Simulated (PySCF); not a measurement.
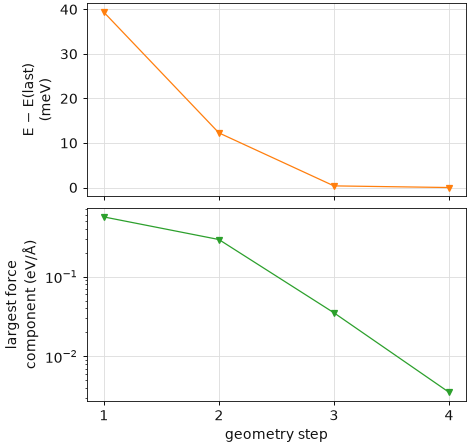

History of a geometry optimisation. The start has point group D∞h, which is kept. A held symmetry can leave a saddle point.

The run: AgI2- molecule (charge −1), by RKS-based B3LYP, Ag def2-SVPD with ECP28, I def2-SVPD with ECP28; non-relativistic Hamiltonian with scalar-relativistic core potentials; density fitting (PySCF 2.14.0).

### How did the optimisation end?

The optimisation met its thresholds at geometry 4, counting the start as the first. The energy fell by about 39 meV from the first step to the last. The largest force component goes from about 0.56 eV/Å at the start to 4 × 10⁻³ eV/Å at the end.
